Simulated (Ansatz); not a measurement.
# BH4O (doublet): one geometry, many settings at distance B1–H4 along a hydrogen transfer = 1.379 Å

Aim: run BH4O (doublet) at one geometry under a spread of methods and options, and see what each costs and gives.

Method: the settings change from run to run; program: Ansatz 0.2.0, Gaussian basis.

11 further runs of the same task are left out: 4 for a mislabelled method, 6 that didn't finish, 1 set aside as unsound or not needed.

## Step 1: The system

The geometry derives from fragments relaxed apart (PBE0/def2-TZVP) and kept rigid, so it is no stationary point. A hydrogen atom is moved between rigid fragments.

6 atoms, charge 0, spin multiplicity 2.

Atoms are counted from 1 here; the program's logs count them from 0.

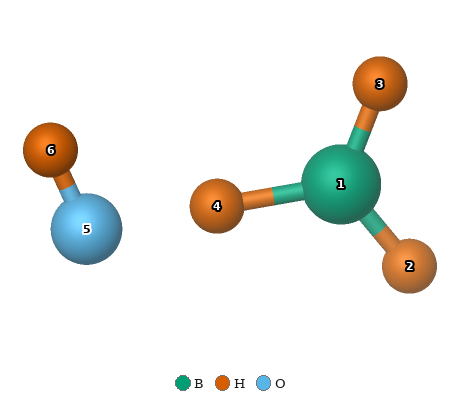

The geometry (boron teal, hydrogen orange, oxygen blue); atoms are numbered from 1 in the order of the file.

## Step 2: HF/cc-pVDZ

Contents of in.yaml:

```yaml
crystal:
  periodic: [false, false, false]
  atoms:
    - {symbol: B, position_ang: [-1.575948, 0.030718, 0.000000]}
    - {symbol: H, position_ang: [-2.172681, 1.064290, 0.000000]}
    - {symbol: H, position_ang: [-2.172682, -1.002853, 0.000000]}
    - {symbol: H, position_ang: [-0.196948, 0.030718, 0.000000]}
    - {symbol: O, position_ang: [1.256052, 0.030718, 0.000000]}
    - {symbol: H, position_ang: [1.507911, -0.909232, 0.000000]}
basis:
  gaussian: {orbitals: cc-pVDZ}
magnetization: {spin_polarized: false, initial_magnetization: 1}
hamiltonian: {xc: hf}
output: {orbitals: {seedname: orbitals}}
```

Run with:

```
$ ansatz run in.yaml --threads 1 --pin off --events-out ev --progress --plain --max-ram 2393MiB
```

The log of the run:

```text
Functional definition: HF
  name "HF"
  cite "Fock, Z. Phys. 61, 126 (1930) doi:10.1007/BF01340294"
  parent pbe
  exchange = exact_x
  correlation = 0
431 factors; integrals over basis functions are off by at most 1.5e-3 eV
mean field evaluation 1: about -2764.0177 eV, gradient 3.4e1 eV
mean field evaluation 2: about -2764.0417 eV, gradient 3.4e1 eV
mean field evaluation 4: about -2768.0035 eV, gradient 4.5e0 eV
mean field evaluation 8: about -2768.5347 eV, gradient 4.3e-1 eV
mean field evaluation 16: about -2708.4317 eV, gradient 5.0e1 eV
mean field evaluation 32: about -2768.5293 eV, gradient 1.2e0 eV
mean field evaluation 64: about -2767.9864 eV, gradient 5.3e-1 eV
mean field -2768.53842149 eV, -101.7419104070 hartree, gradient 3.0e-5 eV, S^2 0.750000; 3 other end points of the search recorded, 0 dependent functions left out
reference -2768.53842149 eV, -101.7419104070 hartree; 9, 8 occupied and 39, 40 virtual orbitals, 431 factors
Total energy: -2768.53842149 eV, -101.7419104070 hartree
```

Wall time 0.9 s (1 thread of Arm Neoverse N1, shared host).

## Step 3: CASCI(7,5)/STO-3G

Edit in.yaml of step 2 so:

```diff
@@ -10,5 +10,6 @@
 basis:
-  gaussian: {orbitals: cc-pVDZ}
+  gaussian: {orbitals: STO-3G, fitting: {mean_field: def2-universal-jkfit}}
 magnetization: {spin_polarized: false, initial_magnetization: 1}
-hamiltonian: {xc: hf}
-output: {orbitals: {seedname: orbitals}}
+correlation: {active_space: {window: {electrons: 7, orbitals: 5}, fixed_orbitals: true}}
+scf: {lower_state_search: off}
+output: {forces: true}
```

Same command.

The log of the run, shortened:

```text
Functional definition: HF
  name "HF"
  cite "Fock, Z. Phys. 61, 126 (1930) doi:10.1007/BF01340294"
  parent pbe
[...]
224 factors; integrals over basis functions are off by at most 5.1e-3 eV
[...]
mean field -2731.64938315 eV, -100.3862632523 hartree, gradient 2.0e-6 eV, S^2 0.750000; 0 other end points of the search recorded, 0 dependent functions left out
reference -2731.64938315 eV, -100.3862632523 hartree; 9, 8 occupied and 5, 6 virtual orbitals, 224 factors
state -2731.67003620 eV, -100.3870222379 hartree
[...]
Total energy: -2731.67003620 eV, -100.3870222379 hartree
Atom 0 at    -1.575948     0.030718     0.000000 Å, force     3.233067    -0.089900    -0.000000 eV/Å
Atom 1 at    -2.172681     1.064290     0.000000 Å, force     0.556445    -0.948861     0.000000 eV/Å
Atom 2 at    -2.172682    -1.002853     0.000000 Å, force     0.520493     0.932711    -0.000000 eV/Å
Atom 3 at    -0.196948     0.030718     0.000000 Å, force    -6.262296     0.126092    -0.000000 eV/Å
Atom 4 at     1.256052     0.030718     0.000000 Å, force     1.434328     2.268767    -0.000000 eV/Å
Atom 5 at     1.507911    -0.909232     0.000000 Å, force     0.517962    -2.288809     0.000000 eV/Å
Dipole moment:     0.118710    -0.254866    -0.000000 e Å
Checks for a lower state left out: starts, cluster_reference, orbital_swaps, neighbouring_geometries, increment
```

Run time: 0.18 s. Hardware: 1 thread of Arm Neoverse N1, shared host.

From the report: 24 determinants; active occupations 2.00, 2.00, 2.00, 1.00, 0.00.

## Step 4: CCSD on UHF/cc-pVDZ

Edit in.yaml of step 3 so:

```diff
@@ -10,6 +10,6 @@
 basis:
-  gaussian: {orbitals: STO-3G, fitting: {mean_field: def2-universal-jkfit}}
-magnetization: {spin_polarized: false, initial_magnetization: 1}
-correlation: {active_space: {window: {electrons: 7, orbitals: 5}, fixed_orbitals: true}}
-scf: {lower_state_search: off}
+  gaussian: {orbitals: cc-pVDZ}
+magnetization: {spin_polarized: true, initial_magnetization: 1}
+correlation: {method: ccsd, electrons: valence}
+scf: {lower_state_search: light}
 output: {forces: true}
```

The command is unchanged.

The log of the run, shortened:

```text
Functional definition: HF
  name "HF"
  cite "Fock, Z. Phys. 61, 126 (1930) doi:10.1007/BF01340294"
  parent pbe
[...]
431 factors; integrals over basis functions are off by at most 1.5e-3 eV
[...]
mean field -2768.75045515 eV, -101.7497025004 hartree, gradient 3.0e-6 eV, S^2 0.775404; 9 other end points of the search recorded, 0 dependent functions left out
determinant -2768.75045515 eV, -101.7497025004 hartree, with singles and doubles -2776.85256399 eV, -102.0474495085 hartree
determinant -2768.04653236 eV, -101.7238338148 hartree, with singles and doubles -2775.91973196 eV, -102.0131685634 hartree
determinant -2764.94339854 eV, -101.6097957505 hartree, with singles and doubles -2772.45630918 eV, -101.8858901239 hartree
2 core orbitals not correlated: weight in the atoms' cores, before any rotation towards them, 1.000 or more for the frozen orbitals, at most 0.000 for the correlated occupied ones
reference -2768.75045515 eV, -101.7497025004 hartree; 7, 6 occupied and 39, 40 virtual orbitals, 431 factors
second order -7.02796767 eV of doubles, -0.00000000 eV of singles
cycle   1  -8.10244207 eV  change   -3.3e-4 eV  update   2.1e-3
[...]
cycle  13  -8.10501523 eV  change    4.8e-7 eV  update   2.1e-7
[...]
Total energy: -2776.85547038 eV, -102.0475563162 hartree
Atom 0 at    -1.575948     0.030718     0.000000 Å, force     1.589975    -0.119192     0.000000 eV/Å
Atom 1 at    -2.172681     1.064290     0.000000 Å, force     0.015951     0.377300    -0.000000 eV/Å
Atom 2 at    -2.172682    -1.002853     0.000000 Å, force    -0.042419    -0.377536    -0.000000 eV/Å
Atom 3 at    -0.196948     0.030718     0.000000 Å, force    -1.519376    -0.053250    -0.000000 eV/Å
Atom 4 at     1.256052     0.030718     0.000000 Å, force     0.249616     0.487520     0.000000 eV/Å
Atom 5 at     1.507911    -0.909232     0.000000 Å, force    -0.293747    -0.314842    -0.000000 eV/Å
Dipole moment:    -0.107924    -0.294217     0.000000 e Å
```

Run time: 13 s. Hardware: 1 thread of Arm Neoverse N1, shared host.

From the report: ⟨S²⟩ of the determinant 0.775 (pure doublet: 0.75); correlation -8.1050 eV; T1 0.023; largest double amplitude 0.05.

## Step 5: CCSDT(Q) on UHF/6-31G

Edit in.yaml of step 4 so:

```diff
@@ -10,6 +10,5 @@
 basis:
-  gaussian: {orbitals: cc-pVDZ}
+  gaussian: {orbitals: 6-31G, point_charges: [{charge: 1.00, position_ang: [6.384, 0.735, -0.446]}]}
 magnetization: {spin_polarized: true, initial_magnetization: 1}
-correlation: {method: ccsd, electrons: valence}
-scf: {lower_state_search: light}
-output: {forces: true}
+correlation: {method: ccsdt_q, electrons: outside_noble_gas}
+scf: {lower_state_search: off}
```

Launched as before.

The log of the run, shortened:

```text
Functional definition: HF
  name "HF"
  cite "Fock, Z. Phys. 61, 126 (1930) doi:10.1007/BF01340294"
  parent pbe
[...]
538 factors; integrals over basis functions are off by at most 2.0e-7 eV
[...]
mean field -2767.57513371 eV, -101.7065102341 hartree, gradient 2.9e-6 eV, S^2 0.776875; 0 other end points of the search recorded, 0 dependent functions left out
2 core orbitals not correlated: weight in the atoms' cores, before any rotation towards them, 1.000 or more for the frozen orbitals, at most 0.000 for the correlated occupied ones
reference -2767.57513371 eV, -101.7065102341 hartree; 7, 6 occupied and 17, 18 virtual orbitals, 538 factors
second order -4.30320374 eV of doubles, -0.00000000 eV of singles
cycle   1  -4.74733733 eV  change   -4.4e-1 eV  update   7.0e-2
[...]
cycle  24  -5.17919075 eV  change    9.4e-7 eV  update   6.0e-7
perturbative correction -0.01084058 eV, -0.0003983840 hartree
Total energy: -2772.76516505 eV, -101.8972403677 hartree
Checks for a lower state left out: stability, starts, cluster_reference, orbital_swaps, neighbouring_geometries, increment
```

It took 16 s on 1 thread of Arm Neoverse N1, shared host.

From the report: ⟨S²⟩ of the determinant 0.777 (pure doublet: 0.75); correlation -5.1900 eV; T1 0.024; largest double amplitude 0.05.

## Step 6: The runs in one table

Where basis and cores are those of an earlier UCCSDT(Q)/cc-pVDZ run (-2777.0361 eV), and the state is the same kind, the miss against it is given.

| level | correlated | functions | energy (eV) | from UCCSDT(Q) (meV) | time |
| --- | --- | --- | --- | --- | --- |
| HF/cc-pVDZ |  | 48 | -2768.5384 | 8497.7 | 0.9 s |
| CASCI(7,5)/STO-3G |  | 14 | -2731.6700 |  | 0.18 s |
| CCSD on UHF/cc-pVDZ | valence | 48 | -2776.8555 | 180.7 | 13 s |
| CCSDT(Q) on UHF/6-31G (beside a point charge) | outside noble gas | 26 | -2772.7652 |  | 16 s |

## Step 7: Results

| quantity | value |
| --- | --- |
| runs | 4 |
| quickest | CASCI(7,5)/STO-3G, 0.18 s |
| slowest | CCSDT(Q) on UHF/6-31G (beside a point charge), 16 s |

What this shows: Total energies in different bases, with other cores or another treatment of relativity can't be set against each other. CCSDT(Q) on UHF/6-31G (beside a point charge) took 86 times as long as CASCI(7,5)/STO-3G; the jobs differ in more than the method. Hartree-Fock, CASSCF and CASCI lack dynamic correlation by design.
